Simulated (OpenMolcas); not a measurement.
# GeSiH4F2 (SMILES F[SiH](F)[GeH3]): levels of theory compared

Wanted: a comparison of 6 runs (HF/def2-SVP, B3LYP/6-31G*, B3LYP/def2-SVP, SVWN5/def2-SVP, MP2/def2-SVP, CCSD(T)/def2-SVP) of GeSiH4F2. 

The results are computed with OpenMolcas 26.06.

1 further run of the same task is left out (set aside as unsound or not needed).

## 1. The structure to begin with

GeSiH4F2 has 8 atoms, charge 0, and is taken as a singlet. SMILES: `F[SiH](F)[GeH3]`. The coordinates come from a PBE0-D4/def2-TZVP relaxation.

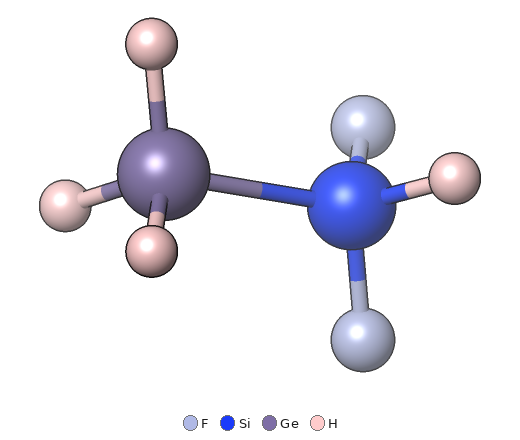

Viewed from a chosen angle; fluorine light blue, silicon blue, germanium purple, hydrogen pink.

## 2. Energy and forces at HF/def2-SVP (run 1)

The input, geom.xyz:

```xyz
8

F      1.301800    -1.418600     1.197400
Si     1.139900    -0.126600     0.280900
F      1.983100    -0.386400    -1.044700
Ge    -1.151500     0.164400    -0.281300
H      1.776500     1.004200     0.994900
H     -1.970000     0.389600     0.998800
H     -1.682300    -1.076600    -1.011200
H     -1.305500     1.392900    -1.190400
```

The input, job.inp:

```
&GATEWAY
BasLib=$CurrDir
Coord=geom.xyz
Basis=def2-SVP
Group=NoSym
&SEWARD
&SCF
Thresholds=1e-10 1e-07 1e-07 1e-05
PrOrbitals=1 2
&ALASKA
```

The basis set def2-SVP is read from a file made from the Basis Set Exchange's data (not shown).

On the command line:

```sh
$ export MOLCAS_MEM=1860
$ pymolcas job.inp > job.log
```

The program printed:

```text
--- Start Module: gateway ---
[...]
--- Stop Module: gateway /rc=_RC_ALL_IS_WELL_ ---
[...]
      Basis functions           98
[...]
--- Start Module: scf ---
[...]
       Convergence after  14 Iterations
[...]
::    Total SCF energy                              -2565.1029100902
[...]
      Total spin, S                                     0.0000000000
[...]
      Total electronic charge=   68.000000
      Total            charge=   -0.000000
[...]
      Dipole Moment (debye):
      Origin of the operator (angstrom)=    0.0415   -0.1665   -0.0712
                   X= -1.2345E+00               Y=  1.4032E+00               Z=  2.7140E-01           Total=  1.8885E+00
      Quadrupole Moment (debye*angstrom):
[...]
 *              Molecular gradients               *
 **************************************************
  Irreducible representation: a
 ------------------------------------------------------------------------------------------
                              X                       Y                       Z
 ------------------------------------------------------------------------------------------
  F1               -1.05748097915992E-03    8.14912275860991E-03   -4.74497349801695E-03
  SI2              -7.59641842538628E-04   -1.30121542826380E-02   -6.16748338082651E-03
  F3               -4.83156361736192E-03    2.37071942253575E-03    7.74267545997986E-03
  GE4               5.36032108020024E-03   -7.77827270886711E-04    1.28582352715068E-03
  H5                2.44174076333836E-03    3.14079079481910E-03    2.18780523448725E-03
  H6               -4.64490959895869E-04    1.53624191949087E-04    5.42617074333229E-04
  H7               -5.09228065492362E-04   -6.15122650317268E-04   -4.37592887073457E-04
  H8               -1.79656379443838E-04    5.90847035796926E-04   -4.08871530085619E-04
[...]
```

Wall time 9.6 s (1 thread of Intel Xeon 6975P-C (Granite Rapids), shared host); peak memory 0.55 GiB.

## 3. Energy and gradient at B3LYP/6-31G(d) (Cartesian functions) (run 2)

The input, calc.inp:

```
* F2GeH4Si Kohn-Sham DFT
&GATEWAY
BasLib
$CurrDir
Coord
8
bohr
F      2.46004547    -2.68076548     2.26275806
Si     2.15409881    -0.23923933     0.53082407
F      3.74751588    -0.73019017    -1.97419688
Ge    -2.17601963     0.31067097    -0.53157996
H      3.35709846     1.89766297     1.88008852
H     -3.72276047     0.73623730     1.88745845
H     -3.17908626    -2.03447915    -1.91089106
H     -2.46703746     2.63219952    -2.24952998
Basis
6-31Gs
Group
NoSym
&SEWARD
GridInput
Grid=UltraFine
End of Grid
&SCF
KSDFT
B3LYP
Thresholds
1e-10 1e-07 1e-07 1e-05
PrOrbitals
1 1
&ALASKA
```

The basis set 6-31G* is read from a file made from the Basis Set Exchange's data (not shown).

On the command line:

```sh
$ export MOLCAS_MEM=1860
$ pymolcas calc.inp > calc.log
```

The program printed:

```text
--- Start Module: gateway ---
[...]
--- Stop Module: gateway /rc=_RC_ALL_IS_WELL_ ---
[...]
      Basis functions           92
[...]
--- Start Module: scf ---
[...]
       Convergence after  13 Iterations
[...]
::    Total KS-DFT energy                           -2568.4635739159
[...]
      Total spin, S                                     0.0000000000
[...]
      Total electronic charge=   68.000000
      Total            charge=   -0.000000
[...]
      Dipole Moment (debye):
      Origin of the operator (angstrom)=    0.0415   -0.1665   -0.0712
                   X= -9.4411E-01               Y=  1.1271E+00               Z=  2.3245E-01           Total=  1.4885E+00
      Quadrupole Moment (debye*angstrom):
[...]
 *              Molecular gradients               *
 **************************************************
  Irreducible representation: a
 ------------------------------------------------------------------------------------------
                              X                       Y                       Z
 ------------------------------------------------------------------------------------------
  F1               -6.54621292743407E-04    1.01811843246509E-02   -7.62776477908389E-03
  SI2               3.97735403739929E-03   -8.95385071764387E-03   -2.86182069733876E-03
  F3               -6.26644856936309E-03    1.62250256711349E-03    1.09052025181207E-02
  GE4              -1.98451439067071E-03   -4.64869596523698E-04   -8.04084641714553E-04
  H5                4.87261101281611E-04   -1.89503643925004E-03   -7.24679957791352E-04
  H6                2.05265705871582E-03   -3.84572260389016E-04   -1.90193379893966E-03
  H7                1.43096409467569E-03    1.92860085576818E-03    1.31807577499377E-03
  H8                9.57347960729438E-04   -2.03395873382117E-03    1.69700558178842E-03
[...]
```

Wall time 25 s (1 thread of Intel Xeon 6975P-C (Granite Rapids), shared host); peak memory 0.51 GiB.

## 4. Energy and gradient at B3LYP/def2-SVP (run 3)

geom.xyz is that of step 2.

The input, job.inp:

```
&GATEWAY
  BasLib=$CurrDir
  Coord=geom.xyz
  Basis=def2-SVP
  Group=NoSym

&SEWARD
  GridInput
  Grid=UltraFine
  End of Grid

&SCF
  KSDFT=B3LYP
  Thresholds=1e-10 1e-07 1e-07 1e-05
  PrOrbitals=0

&ALASKA
```

The basis set def2-SVP is read from a file made from the Basis Set Exchange's data (not shown).

On the command line:

```sh
$ export MOLCAS_MEM=1860
$ pymolcas job.inp > job.log
```

The program printed:

```text
--- Start Module: gateway ---
[...]
--- Stop Module: gateway /rc=_RC_ALL_IS_WELL_ ---
[...]
      Basis functions           98
[...]
--- Start Module: scf ---
[...]
       Convergence after  12 Iterations
[...]
::    Total KS-DFT energy                           -2568.2502078760
[...]
      Total spin, S                                     0.0000000000
[...]
      Total electronic charge=   68.000000
      Total            charge=   -0.000000
[...]
      Dipole Moment (debye):
      Origin of the operator (angstrom)=    0.0415   -0.1665   -0.0712
                   X= -9.9908E-01               Y=  1.1045E+00               Z=  2.0536E-01           Total=  1.5034E+00
      Quadrupole Moment (debye*angstrom):
[...]
 *              Molecular gradients               *
 **************************************************
  Irreducible representation: a
 ------------------------------------------------------------------------------------------
                              X                       Y                       Z
 ------------------------------------------------------------------------------------------
  F1               -1.59385998697115E-03    1.85410470886538E-02   -1.29417101829006E-02
  SI2               1.06149336893413E-02   -1.99867110068439E-02   -5.92200477359306E-03
  F3               -1.13412784061815E-02    3.71358417993850E-03    1.92013361675087E-02
  GE4              -6.41084034295858E-04   -2.30289003559037E-04   -2.86524517669307E-04
  H5               -5.94308396273391E-06   -1.82787128840367E-03   -8.43308197165271E-04
  H6                1.43792467399617E-03   -2.31364013895341E-04   -1.45036889155836E-03
  H7                9.23468229521163E-04    1.50159723498433E-03    9.67172566997299E-04
  H8                6.05838918529722E-04   -1.47999319083425E-03    1.27540782805902E-03
[...]
```

Wall time 22 s (1 thread of Intel Xeon 6975P-C (Granite Rapids), shared host); peak memory 0.55 GiB.

Runs 4 to 5 aren't shown in full; the table further down has their settings and results.

## 5. A single-point energy at CCSD(T)/def2-SVP (Cholesky decomposition) (run 6)

geom.xyz is that of step 4.

The input, run.inp:

```
>>> EXPORT MOLCAS_PRINT=2

&GATEWAY
  BasLib = $CurrDir
  Coord = geom.xyz
  Basis = def2-SVP
  Group = NoSym

&SEWARD
  High

&SCF
  Thresholds = 1e-10 1e-07 1e-07 1e-05
  PrOrbitals = 1 1

&CHCC
  Frozen = 16
  Threshold = 1e-08
  MaxIterations = 80

&CHT3
  Frozen = 16
```

The basis set def2-SVP is read from a file made from the Basis Set Exchange's data (not shown).

On the command line:

```sh
$ export MOLCAS_MEM=1860
$ pymolcas run.inp > run.log
```

The program printed:

```text
--- Start Module: gateway ---
[...]
--- Stop Module: gateway /rc=_RC_ALL_IS_WELL_ ---
[...]
      Basis functions           98
[...]
       Convergence after  15 Iterations
[...]
::    Total SCF energy                              -2565.1029099967
[...]
      Total spin, S                                     0.0000000000
[...]
      Total electronic charge=   68.000000
      Total            charge=   -0.000000
[...]
      Dipole Moment (debye):
      Origin of the operator (angstrom)=    0.0415   -0.1665   -0.0712
                   X= -1.2345E+00               Y=  1.4032E+00               Z=  2.7140E-01           Total=  1.8885E+00
      Quadrupole Moment (debye*angstrom):
[...]
--- Start Module: chcc ---
[...]
--- Stop Module: chcc /rc=_RC_ALL_IS_WELL_ ---
[...]
--- Start Module: cht3 ---
[...]
--- Stop Module: cht3 /rc=_RC_ALL_IS_WELL_ ---
[...]
```

Wall time 4.1 min (1 thread of Intel Xeon 6975P-C (Granite Rapids), shared host); peak memory 0.16 GiB.

## 6. The series

```csv
run,level,Cartesian functions,integration grid,energy (Eh),dipole moment (D) of the reference,HOMO energy (eV),LUMO energy (eV),wall time
1,HF/def2-SVP,no,–,-2565.102910,1.89,-11.47,3.27,9.6 s
2,B3LYP/6-31G* (Cartesian functions),yes,UltraFine,-2568.463574,1.49,-8.13,-0.02,25 s
3,B3LYP/def2-SVP,no,UltraFine,-2568.250208,1.50,-8.23,-0.12,22 s
4,SVWN5/def2-SVP,no,UltraFine,-2562.581705,1.43,-7.25,-0.98,18 s
5,MP2/def2-SVP,no,–,-2565.802108,1.89,-11.47,3.27,7.2 s
6,CCSD(T)/def2-SVP (Cholesky decomposition),no,–,-2565.842216,1.89,-11.47,3.27,4.1 min
```

## 7. What came out

| quantity | value |
| --- | --- |
| run 6: total energy | -2565.84222 Eh |
| run 6: dipole moment (mean-field density) | 1.89 D |
| run 6: HOMO energy (Hartree–Fock orbitals) | -11.47 eV |
| run 6: LUMO energy (Hartree–Fock orbitals) | 3.27 eV |
| run 6: HOMO–LUMO gap (Hartree–Fock orbitals) | 14.74 eV |
| run 6: correlation energy (16 core orbitals frozen) | -739.3 mEh |
| run 6: (T) correction | -14.38 mEh |

Below the HF energy at the same shape and in the same basis (def2-SVP): MP2 -699.2 mEh; CCSD(T) -739.3 mEh. Over runs 1, 2, 3, 4 the dipole moment (its size) runs from 1.43 D (SVWN5/def2-SVP) to 1.89 D (HF/def2-SVP). Over runs 1, 2, 3, 4 the HOMO–LUMO gap runs from 6.27 eV (SVWN5/def2-SVP) to 14.74 eV (HF/def2-SVP). Exact exchange widens orbital gaps. Totals of different functionals can't be ranked against each other. All runs together took 5.5 min, the longest 4.1 min.
